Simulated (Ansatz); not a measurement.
Pressure series in V

The reference is V in the bcc (W type) structure (space group Im-3m, No. 229; a = 2.9587 Å).

Cell and atoms are relaxed at each pressure.

All numbers come from DFT with PBEsol, PAW potentials and a 420 eV plane-wave cutoff in Ansatz (an electronic-structure program), no spin-orbit coupling.

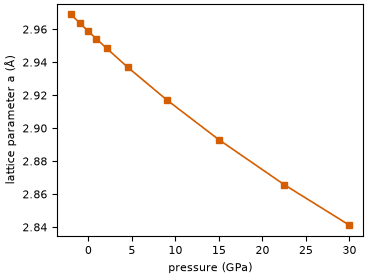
Figure. Lattice parameter a against pressure

Q: From the plot, what is the lattice parameter a for pressure 15 GPa?

A: About 2.89 Å.

Q: Is the trend monotonic over the range shown?

A: Yes, it falls throughout, spanning 2.841 Å to 2.969 Å.

Load acts through the strain it causes; cell and atoms are relaxed under it. No phonon test of stability was made. Competing high-pressure phases were not computed. Starting moments died away, wholly or in part, for the base; another magnetic solution may exist. The final runs are not spin-polarised.
